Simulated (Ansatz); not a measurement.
# C2H5BrSi (SMILES CC[Si]Br): what the fields show

Input

```
crystal:
  periodic: [false, false, false]
  atoms:
    - {symbol: C, position_ang: [0.085148, 0.945053, -0.004187]}
    - {symbol: C, position_ang: [-0.334398, -0.397674, 0.566231]}
    - {symbol: Si, position_ang: [0.006286, -2.061614, -0.269122]}
    - {symbol: Br, position_ang: [1.086338, -1.428747, -2.153577]}
    - {symbol: H, position_ang: [-0.360495, 1.113697, -0.986263]}
    - {symbol: H, position_ang: [-0.215826, 1.769383, 0.647656]}
    - {symbol: H, position_ang: [1.167645, 0.998142, -0.134467]}
    - {symbol: H, position_ang: [0.077748, -0.548463, 1.578762]}
    - {symbol: H, position_ang: [-1.424047, -0.436077, 0.737866]}
basis:
  gaussian: {orbitals: def2-TZVPP}
hamiltonian: {xc: pbe0, dispersion: d4}
output: {orbitals: {seedname: orbitals}}
```

Command:

```sh
ansatz run in.yaml --threads 4 --pin off --events-out ev --progress --plain --max-ram 10444MiB
```

Geometry: PBE0-D4/def2-TZVP.

Method: RKS PBE0-D4/def2-TZVPP (Ansatz).

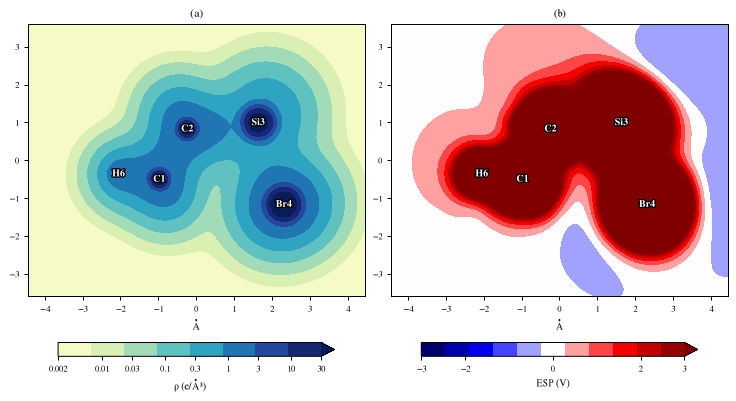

Figure 1. (a) electron density; (b) electrostatic potential on the plane of atoms C2, Si3 and Br4.

> What do the fields say about this system?

- The plane passes through C, Si, Br and H nuclei.
- C–C (1.52 Å): ρ is about 1.6 e/Å³ halfway.
- C–Si (1.89 Å): ρ at the midpoint is about 0.95 e/Å³.
- Si–Br (2.26 Å): ρ at the midpoint is about 0.71 e/Å³, with its minimum of 0.55 e/Å³ about 0.8 Å from Si.
- C–H (1.09 Å): ρ at the midpoint is about 2 e/Å³.
- Outside the dense part of the molecule the potential is most negative (−0.7 V) near Si3.

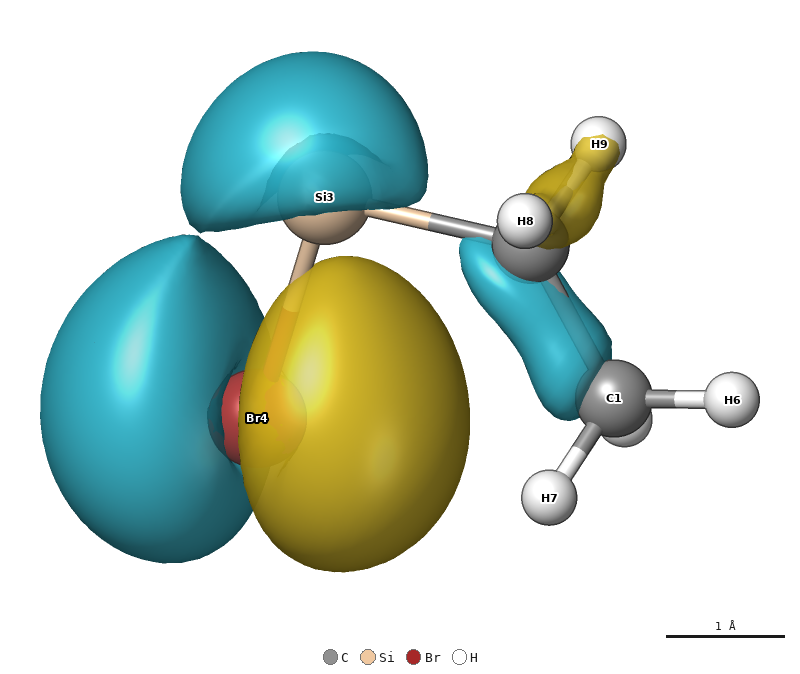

Figure 2. The HOMO−1 at ±0.1 Å⁻³ᐟ² (yellow and cyan are the two phases), seen at a tilt.

> Where does this orbital lie, and at what energy?

By Hirshfeld shares it lies mainly on Br4 (about 80 %) and Si3 (about 15 %); largely a lone pair of Br4. Its energy is −8.57 eV.

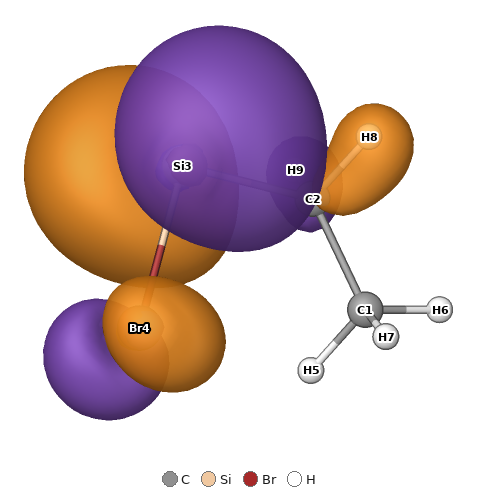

Figure 3. The LUMO at ±0.1 Å⁻³ᐟ² (orange and purple are the two phases), seen at a tilt.

> Describe this orbital and give its energy.

Its weight (Hirshfeld) is mainly on Si3 (about 75 %) and Br4 (about 15 %). Its energy is −2.48 eV.
